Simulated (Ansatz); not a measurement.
# AlF2H4NO2Sn: two geometries relaxed, part 2 of 2

Aim: relax the geometries before and after the inversion of the pyramid at N1, and see whether they are two minima and how far apart in energy. SMILES of the start: [NH2][Al]([F])[O][SnH]([OH])[F].

Ansatz 0.2.0; RKS PBE/def2-SVP.

### Step 4. Relaxing end B

The second end starts from a geometry with the move made by hand.

File input.yaml:

```yaml
crystal:
  periodic: [false, false, false]
  atoms:
    - { symbol: "N", position_ang: [0.407, -2.1705, -1.0167] }
    - { symbol: Al, position_ang: [1.086, -0.3644, -0.9737] }
    - { symbol: F, position_ang: [1.249, 0.5845, -2.5076] }
    - { symbol: O, position_ang: [1.6363, 0.3947, 0.6324] }
    - { symbol: Sn, position_ang: [-0.0746, 1.2911, 1.2576] }
    - { symbol: O, position_ang: [-1.5065, -0.0182, 1.6021] }
    - { symbol: F, position_ang: [-0.6497, 2.5895, -0.046] }
    - { symbol: H, position_ang: [0.59073, -2.50164, -0.04086] }
    - { symbol: H, position_ang: [1.09186, -2.67845, -1.5725] }
    - { symbol: H, position_ang: [0.2834, 2.138, 2.7931] }
    - { symbol: H, position_ang: [-1.9801, -0.1197, 0.7538] }
basis:
  gaussian: { orbitals: def2-SVP }
hamiltonian:
  xc: pbe
relax:
  f_tol: 0.015
  max_steps: 40
```

On the command line:

```bash
$ ansatz run input.yaml --threads 2 --pin off --max-ram 3072MiB --backend cpu --events-out ev --progress --plain --runs-dir out
```

What it wrote:

```text
Warning: RAYON_NUM_THREADS=2 ignored (pool sized by the plan → 2); use --threads N
The last accepted step is kept in <dir> (removed where the run ends without a failure and the disk answers)
Engine: ansatz 0.2.0, aarch64-unknown-linux-gnu
Functional definition: PBE
  parameter kappa = 0.804
  parameter beta = 0.06672455060314922
  exchange = pbe_x(kappa = kappa, mu = beta*pi^2/3)
  correlation = pbe_c(beta = beta)
1470 factors; their error is unknown
mean field evaluation 1: about -23466.2490 eV, gradient 1.1e2 eV
mean field evaluation 2: about -23314.4742 eV, gradient 2.6e2 eV
mean field evaluation 4: about -23487.5308 eV, gradient 3.7e1 eV
mean field evaluation 8: about -23490.0539 eV, gradient 1.3e0 eV
mean field evaluation 16: about -23489.9973 eV, gradient 5.6e-4 eV
mean field -23489.99725239 eV, -863.2414769332 hartree, gradient 4.9e-5 eV, S^2 0.000000; 0 other end points of the search recorded, 0 dependent functions left out
the calculation of the forces begins
reference -23489.99730357 eV, -863.2414788142 hartree; 40, 40 occupied and 94, 94 virtual orbitals, 1470 factors
relax step   1: F+E_penalty+E_count = -23489.99725239 eV  Δ(F+E_penalty+E_count) = +0.000e0 eV  max|allowed force component| = 2.415e0 eV/Å  Δτ_max = 0.0000 Å  (31 SCF iters, accepted)
these checks for a lower state are left out or cut short: starts, cluster_reference, orbital_swaps, neighbouring_geometries, increment
1470 factors; their error is unknown
mean field -23490.58570749 eV, -863.2631022594 hartree, gradient 1.2e-5 eV, S^2 0.000000; 0 other end points of the search recorded, 0 dependent functions left out
the calculation of the forces begins
reference -23490.58575887 eV, -863.2631041475 hartree; 40, 40 occupied and 94, 94 virtual orbitals, 1470 factors
relax step   2: F+E_penalty+E_count = -23490.58570749 eV  Δ(F+E_penalty+E_count) = -5.885e-1 eV  max|allowed force component| = 1.680e0 eV/Å  Δτ_max = 0.1967 Å  (38 SCF iters, accepted)
these checks for a lower state are left out or cut short: starts, cluster_reference, orbital_swaps, neighbouring_geometries, increment
1470 factors; their error is unknown
mean field evaluation 32: about -23490.8137 eV, gradient 3.1e-1 eV
mean field -23490.81409970 eV, -863.2714955184 hartree, gradient 1.7e-5 eV, S^2 0.000000; 0 other end points of the search recorded, 0 dependent functions left out
the calculation of the forces begins
reference -23490.81415097 eV, -863.2714974023 hartree; 40, 40 occupied and 94, 94 virtual orbitals, 1470 factors
relax step   3: F+E_penalty+E_count = -23490.81409970 eV  Δ(F+E_penalty+E_count) = -2.284e-1 eV  max|allowed force component| = 1.316e0 eV/Å  Δτ_max = 0.1925 Å  (32 SCF iters, accepted)
these checks for a lower state are left out or cut short: starts, cluster_reference, orbital_swaps, neighbouring_geometries, increment
1470 factors; their error is unknown
mean field -23491.04965271 eV, -863.2801519317 hartree, gradient 7.9e-6 eV, S^2 0.000000; 0 other end points of the search recorded, 0 dependent functions left out
the calculation of the forces begins
reference -23491.04970430 eV, -863.2801538276 hartree; 40, 40 occupied and 94, 94 virtual orbitals, 1470 factors
relax step   4: F+E_penalty+E_count = -23491.04965271 eV  Δ(F+E_penalty+E_count) = -2.356e-1 eV  max|allowed force component| = 6.071e-1 eV/Å  Δτ_max = 0.2000 Å  (32 SCF iters, accepted)
these checks for a lower state are left out or cut short: starts, cluster_reference, orbital_swaps, neighbouring_geometries, increment
1470 factors; their error is unknown
mean field -23491.14364003 eV, -863.2836059019 hartree, gradient 1.9e-5 eV, S^2 0.000000; 0 other end points of the search recorded, 0 dependent functions left out
the calculation of the forces begins
reference -23491.14369194 eV, -863.2836078097 hartree; 40, 40 occupied and 94, 94 virtual orbitals, 1470 factors
relax step   5: F+E_penalty+E_count = -23491.14364003 eV  Δ(F+E_penalty+E_count) = -9.399e-2 eV  max|allowed force component| = 6.380e-1 eV/Å  Δτ_max = 0.2000 Å  (37 SCF iters, accepted)
these checks for a lower state are left out or cut short: starts, cluster_reference, orbital_swaps, neighbouring_geometries, increment
1470 factors; their error is unknown
mean field -23491.14487146 eV, -863.2836511562 hartree, gradient 2.0e-5 eV, S^2 0.000000; 0 other end points of the search recorded, 0 dependent functions left out
the calculation of the forces begins
reference -23491.14492368 eV, -863.2836530752 hartree; 40, 40 occupied and 94, 94 virtual orbitals, 1470 factors
relax step   6: F+E_penalty+E_count = -23491.14487146 eV  Δ(F+E_penalty+E_count) = -1.231e-3 eV  max|allowed force component| = 9.464e-1 eV/Å  Δτ_max = 0.2000 Å  (35 SCF iters, accepted)
these checks for a lower state are left out or cut short: starts, cluster_reference, orbital_swaps, neighbouring_geometries, increment
1470 factors; their error is unknown
mean field evaluation 64: about -23491.1781 eV, gradient 8.4e-4 eV
mean field -23491.17811482 eV, -863.2848728273 hartree, gradient 1.7e-5 eV, S^2 0.000000; 0 other end points of the search recorded, 0 dependent functions left out
the calculation of the forces begins
reference -23491.17816681 eV, -863.2848747378 hartree; 40, 40 occupied and 94, 94 virtual orbitals, 1470 factors
relax step   7: F+E_penalty+E_count = -23491.17811482 eV  Δ(F+E_penalty+E_count) = -3.324e-2 eV  max|allowed force component| = 6.650e-2 eV/Å  Δτ_max = 0.1103 Å  (31 SCF iters, accepted)
these checks for a lower state are left out or cut short: starts, cluster_reference, orbital_swaps, neighbouring_geometries, increment
1470 factors; their error is unknown
mean field -23491.17293393 eV, -863.2846824331 hartree, gradient 1.7e-5 eV, S^2 0.000000; 0 other end points of the search recorded, 0 dependent functions left out
the calculation of the forces begins
reference -23491.17298587 eV, -863.2846843417 hartree; 40, 40 occupied and 94, 94 virtual orbitals, 1470 factors
relax step   8: F+E_penalty+E_count = -23491.17293393 eV  Δ(F+E_penalty+E_count) = +5.181e-3 eV  max|allowed force component| = 3.184e-1 eV/Å  Δτ_max = 0.0802 Å  (31 SCF iters, rejected (line search))
these checks for a lower state are left out or cut short: starts, cluster_reference, orbital_swaps, neighbouring_geometries, increment
1470 factors; their error is unknown
mean field -23491.18209505 eV, -863.2850190978 hartree, gradient 1.8e-5 eV, S^2 0.000000; 0 other end points of the search recorded, 0 dependent functions left out
the calculation of the forces begins
reference -23491.18214698 eV, -863.2850210063 hartree; 40, 40 occupied and 94, 94 virtual orbitals, 1470 factors
relax step   9: F+E_penalty+E_count = -23491.18209505 eV  Δ(F+E_penalty+E_count) = -3.980e-3 eV  max|allowed force component| = 9.214e-2 eV/Å  Δτ_max = 0.0399 Å  (31 SCF iters, accepted)
these checks for a lower state are left out or cut short: starts, cluster_reference, orbital_swaps, neighbouring_geometries, increment
1470 factors; their error is unknown
mean field -23491.18320280 eV, -863.2850598069 hartree, gradient 1.9e-5 eV, S^2 0.000000; 0 other end points of the search recorded, 0 dependent functions left out
the calculation of the forces begins
reference -23491.18325481 eV, -863.2850617183 hartree; 40, 40 occupied and 94, 94 virtual orbitals, 1470 factors
relax step  10: F+E_penalty+E_count = -23491.18320280 eV  Δ(F+E_penalty+E_count) = -1.108e-3 eV  max|allowed force component| = 6.294e-1 eV/Å  Δτ_max = 0.0982 Å  (31 SCF iters, accepted)
these checks for a lower state are left out or cut short: starts, cluster_reference, orbital_swaps, neighbouring_geometries, increment
1470 factors; their error is unknown
mean field -23491.19366862 eV, -863.2854444189 hartree, gradient 7.0e-6 eV, S^2 0.000000; 0 other end points of the search recorded, 0 dependent functions left out
the calculation of the forces begins
reference -23491.19372086 eV, -863.2854463387 hartree; 40, 40 occupied and 94, 94 virtual orbitals, 1470 factors
relax step  11: F+E_penalty+E_count = -23491.19366862 eV  Δ(F+E_penalty+E_count) = -1.047e-2 eV  max|allowed force component| = 2.659e-1 eV/Å  Δτ_max = 0.1190 Å  (31 SCF iters, accepted)
these checks for a lower state are left out or cut short: starts, cluster_reference, orbital_swaps, neighbouring_geometries, increment
1470 factors; their error is unknown
mean field evaluation 96: about -23491.2628 eV, gradient 1.2e-1 eV
mean field -23491.20469655 eV, -863.2858496877 hartree, gradient 7.6e-6 eV, S^2 0.000000; 0 other end points of the search recorded, 0 dependent functions left out
the calculation of the forces begins
reference -23491.20474871 eV, -863.2858516048 hartree; 40, 40 occupied and 94, 94 virtual orbitals, 1470 factors
relax step  12: F+E_penalty+E_count = -23491.20469655 eV  Δ(F+E_penalty+E_count) = -1.103e-2 eV  max|allowed force component| = 2.701e-1 eV/Å  Δτ_max = 0.1207 Å  (31 SCF iters, accepted)
these checks for a lower state are left out or cut short: starts, cluster_reference, orbital_swaps, neighbouring_geometries, increment
1470 factors; their error is unknown
mean field -23491.21797524 eV, -863.2863376706 hartree, gradient 2.2e-5 eV, S^2 0.000000; 0 other end points of the search recorded, 0 dependent functions left out
the calculation of the forces begins
reference -23491.21802685 eV, -863.2863395673 hartree; 40, 40 occupied and 94, 94 virtual orbitals, 1470 factors
relax step  13: F+E_penalty+E_count = -23491.21797524 eV  Δ(F+E_penalty+E_count) = -1.328e-2 eV  max|allowed force component| = 4.989e-1 eV/Å  Δτ_max = 0.1960 Å  (32 SCF iters, accepted)
these checks for a lower state are left out or cut short: starts, cluster_reference, orbital_swaps, neighbouring_geometries, increment
1470 factors; their error is unknown
mean field -23491.22426626 eV, -863.2865688615 hartree, gradient 2.0e-5 eV, S^2 0.000000; 0 other end points of the search recorded, 0 dependent functions left out
the calculation of the forces begins
reference -23491.22431764 eV, -863.2865707496 hartree; 40, 40 occupied and 94, 94 virtual orbitals, 1470 factors
relax step  14: F+E_penalty+E_count = -23491.22426626 eV  Δ(F+E_penalty+E_count) = -6.291e-3 eV  max|allowed force component| = 5.989e-1 eV/Å  Δτ_max = 0.1517 Å  (32 SCF iters, accepted)
```

### Step 5. More of the same log: end point B relaxed

Output, continued:

```text
these checks for a lower state are left out or cut short: starts, cluster_reference, orbital_swaps, neighbouring_geometries, increment
1470 factors; their error is unknown
mean field -23491.19263451 eV, -863.2854064158 hartree, gradient 2.1e-5 eV, S^2 0.000000; 0 other end points of the search recorded, 0 dependent functions left out
the calculation of the forces begins
reference -23491.19268556 eV, -863.2854082920 hartree; 40, 40 occupied and 94, 94 virtual orbitals, 1470 factors
relax step  15: F+E_penalty+E_count = -23491.19263451 eV  Δ(F+E_penalty+E_count) = +3.163e-2 eV  max|allowed force component| = 5.587e-1 eV/Å  Δτ_max = 0.2000 Å  (36 SCF iters, rejected (line search))
these checks for a lower state are left out or cut short: starts, cluster_reference, orbital_swaps, neighbouring_geometries, increment
1470 factors; their error is unknown
mean field evaluation 128: about -23491.2505 eV, gradient 7.9e-4 eV
mean field -23491.25049660 eV, -863.2875328086 hartree, gradient 1.9e-5 eV, S^2 0.000000; 0 other end points of the search recorded, 0 dependent functions left out
the calculation of the forces begins
reference -23491.25054774 eV, -863.2875346878 hartree; 40, 40 occupied and 94, 94 virtual orbitals, 1470 factors
relax step  16: F+E_penalty+E_count = -23491.25049660 eV  Δ(F+E_penalty+E_count) = -2.623e-2 eV  max|allowed force component| = 2.025e-1 eV/Å  Δτ_max = 0.0973 Å  (31 SCF iters, accepted)
these checks for a lower state are left out or cut short: starts, cluster_reference, orbital_swaps, neighbouring_geometries, increment
1470 factors; their error is unknown
mean field -23491.25484392 eV, -863.2876925696 hartree, gradient 2.2e-5 eV, S^2 0.000000; 0 other end points of the search recorded, 0 dependent functions left out
the calculation of the forces begins
reference -23491.25489489 eV, -863.2876944427 hartree; 40, 40 occupied and 94, 94 virtual orbitals, 1470 factors
relax step  17: F+E_penalty+E_count = -23491.25484392 eV  Δ(F+E_penalty+E_count) = -4.347e-3 eV  max|allowed force component| = 9.138e-2 eV/Å  Δτ_max = 0.0673 Å  (30 SCF iters, accepted)
these checks for a lower state are left out or cut short: starts, cluster_reference, orbital_swaps, neighbouring_geometries, increment
1470 factors; their error is unknown
mean field -23491.25641401 eV, -863.2877502692 hartree, gradient 2.0e-5 eV, S^2 0.000000; 0 other end points of the search recorded, 0 dependent functions left out
the calculation of the forces begins
reference -23491.25646495 eV, -863.2877521413 hartree; 40, 40 occupied and 94, 94 virtual orbitals, 1470 factors
relax step  18: F+E_penalty+E_count = -23491.25641401 eV  Δ(F+E_penalty+E_count) = -1.570e-3 eV  max|allowed force component| = 4.272e-2 eV/Å  Δτ_max = 0.0218 Å  (30 SCF iters, accepted)
these checks for a lower state are left out or cut short: starts, cluster_reference, orbital_swaps, neighbouring_geometries, increment
1470 factors; their error is unknown
mean field -23491.25656613 eV, -863.2877558596 hartree, gradient 2.1e-5 eV, S^2 0.000000; 0 other end points of the search recorded, 0 dependent functions left out
the calculation of the forces begins
reference -23491.25661708 eV, -863.2877577319 hartree; 40, 40 occupied and 94, 94 virtual orbitals, 1470 factors
relax step  19: F+E_penalty+E_count = -23491.25656613 eV  Δ(F+E_penalty+E_count) = -1.521e-4 eV  max|allowed force component| = 5.810e-2 eV/Å  Δτ_max = 0.0196 Å  (32 SCF iters, accepted)
these checks for a lower state are left out or cut short: starts, cluster_reference, orbital_swaps, neighbouring_geometries, increment
1470 factors; their error is unknown
mean field -23491.25701474 eV, -863.2877723456 hartree, gradient 2.0e-5 eV, S^2 0.000000; 0 other end points of the search recorded, 0 dependent functions left out
the calculation of the forces begins
reference -23491.25706564 eV, -863.2877742164 hartree; 40, 40 occupied and 94, 94 virtual orbitals, 1470 factors
relax step  20: F+E_penalty+E_count = -23491.25701474 eV  Δ(F+E_penalty+E_count) = -4.486e-4 eV  max|allowed force component| = 3.823e-2 eV/Å  Δτ_max = 0.0254 Å  (31 SCF iters, accepted)
these checks for a lower state are left out or cut short: starts, cluster_reference, orbital_swaps, neighbouring_geometries, increment
1470 factors; their error is unknown
mean field evaluation 160: about -23491.3145 eV, gradient 7.9e-4 eV
mean field -23491.25705338 eV, -863.2877737658 hartree, gradient 2.0e-5 eV, S^2 0.000000; 0 other end points of the search recorded, 0 dependent functions left out
the calculation of the forces begins
reference -23491.25710429 eV, -863.2877756366 hartree; 40, 40 occupied and 94, 94 virtual orbitals, 1470 factors
relax step  21: F+E_penalty+E_count = -23491.25705338 eV  Δ(F+E_penalty+E_count) = -3.864e-5 eV  max|allowed force component| = 2.646e-2 eV/Å  Δτ_max = 0.0098 Å  (31 SCF iters, accepted)
these checks for a lower state are left out or cut short: starts, cluster_reference, orbital_swaps, neighbouring_geometries, increment
1470 factors; their error is unknown
mean field -23491.25712162 eV, -863.2877762736 hartree, gradient 2.0e-5 eV, S^2 0.000000; 0 other end points of the search recorded, 0 dependent functions left out
the calculation of the forces begins
reference -23491.25717253 eV, -863.2877781445 hartree; 40, 40 occupied and 94, 94 virtual orbitals, 1470 factors
relax step  22: F+E_penalty+E_count = -23491.25712162 eV  Δ(F+E_penalty+E_count) = -6.824e-5 eV  max|allowed force component| = 6.969e-3 eV/Å  Δτ_max = 0.0139 Å  (30 SCF iters, accepted)
1470 factors; their error is unknown
mean field evaluation 192: about -23491.2571 eV, gradient 4.1e-4 eV
mean field -23491.25712162 eV, -863.2877762736 hartree, gradient 1.9e-5 eV, S^2 0.000000; 1 other end points of the search recorded, 0 dependent functions left out
the calculation of the forces begins
reference -23491.25717253 eV, -863.2877781445 hartree; 40, 40 occupied and 94, 94 virtual orbitals, 1470 factors
Total energy: -23491.25717253 eV, -863.2877781445 hartree
Atom 0 at     0.525644    -1.798831    -0.896381 Å, force     0.001726    -0.001673    -0.004968 eV/Å
Atom 1 at     1.483965    -0.339633    -1.154924 Å, force    -0.000746     0.003091     0.001801 eV/Å
Atom 2 at     2.603214    -0.212401    -2.391273 Å, force    -0.000572    -0.000016     0.000653 eV/Å
Atom 3 at     1.290838     1.021898    -0.105152 Å, force     0.003083    -0.003076    -0.005667 eV/Å
Atom 4 at    -0.116299     1.306502     1.243943 Å, force    -0.005326     0.006786     0.006969 eV/Å
Atom 5 at    -1.088608    -0.438690     1.486114 Å, force     0.005632    -0.003877    -0.000027 eV/Å
Atom 6 at    -1.485600     2.452435     0.441254 Å, force     0.001003    -0.002464    -0.001285 eV/Å
Atom 7 at    -0.122791    -1.844543    -0.102430 Å, force    -0.001932    -0.000307     0.005247 eV/Å
Atom 8 at     0.550694    -2.669266    -1.427976 Å, force     0.000211     0.000726     0.000830 eV/Å
Atom 9 at     0.472612     2.005112     2.694180 Å, force    -0.001986    -0.005209    -0.002661 eV/Å
Atom 10 at    -1.980280    -0.337673     1.094285 Å, force    -0.001094     0.006021    -0.000892 eV/Å
Dipole moment:    -0.248421    -0.273910     0.471491 e Å
```

It took 82 s on 2 threads of Arm Neoverse V1, shared host; peak memory 0.19 GiB.

The steps of the relaxation:

| step | energy from step 1 (eV) | largest force component (eV/Å) |
| --- | --- | --- |
| 1 | 0.0000 | 2.4154 |
| 2 | -0.5885 | 1.6804 |
| 3 | -0.8168 | 1.3161 |
| 4 | -1.0524 | 0.6071 |
| 5 | -1.1464 | 0.6380 |
| 6 | -1.1476 | 0.9464 |
| 7 | -1.1809 | 0.0665 |
| 8x | -1.1757 | 0.3184 |
| 9 | -1.1848 | 0.0921 |
| 10 | -1.1860 | 0.6294 |
| 11 | -1.1964 | 0.2659 |
| 12 | -1.2074 | 0.2701 |
| 13 | -1.2207 | 0.4989 |
| 14 | -1.2270 | 0.5989 |
| 15x | -1.1954 | 0.5587 |
| 16 | -1.2532 | 0.2025 |
| 17 | -1.2576 | 0.0914 |
| 18 | -1.2592 | 0.0427 |
| 19 | -1.2593 | 0.0581 |
| 20 | -1.2598 | 0.0382 |
| 21 | -1.2598 | 0.0265 |
| 22 | -1.2599 | 0.0070 |

Step 1 is the start. 2 steps were tried and not accepted (marked x).

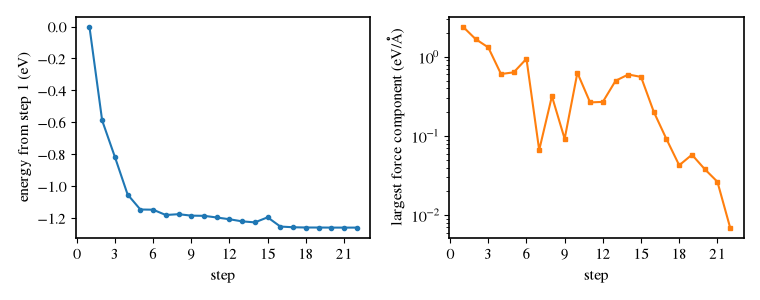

How energy and force went from step to step.

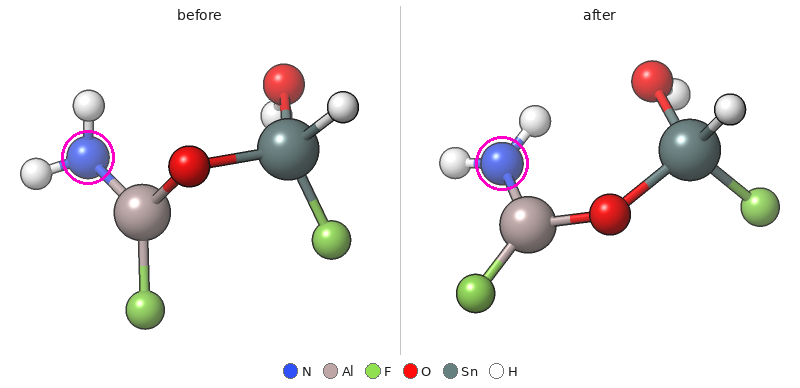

The structure before (left) and after (right), drawn at the same scale.

After: Bond lengths: N1–Al2 1.765 Å, Al2–F3 1.673 Å, Al2–O4 1.730 Å, O4–Sn5 1.970 Å, Sn5–O6 2.012 Å, Sn5–F7 1.958 Å, N1–H8 1.026 Å, N1–H9 1.020 Å, Sn5–H10 1.714 Å, O6–H11 0.979 Å. Angles: N1–Al2–F3 122.3°, N1–Al2–O4 120.1°, F3–Al2–O4 117.6°, Al2–N1–H8 119.6°, Al2–N1–H9 128.0°, H8–N1–H9 112.4°, Al2–O4–Sn5 127.5°, O4–Sn5–O6 107.6°, O4–Sn5–F7 107.7°, O4–Sn5–H10 113.1°, O6–Sn5–F7 102.7°, O6–Sn5–H10 114.7°, F7–Sn5–H10 110.4°, Sn5–O6–H11 107.6°.

Pairs that crossed the distance rule for bonds on the way: moved apart Al2–Sn5.

### Step 6. What came out

The summary covers parts 1 to 2.

| quantity | value |
| --- | --- |
| end A | 17 moves, 1.266 eV lower |
| end B | 19 moves, 1.260 eV lower |
| largest difference between the ends | 0.01 Å |
| end B relative to end A | -0.000 eV |

The two relaxations end at one structure, within 0.01 Å: no second minimum was found from this start, which doesn't rule one out.
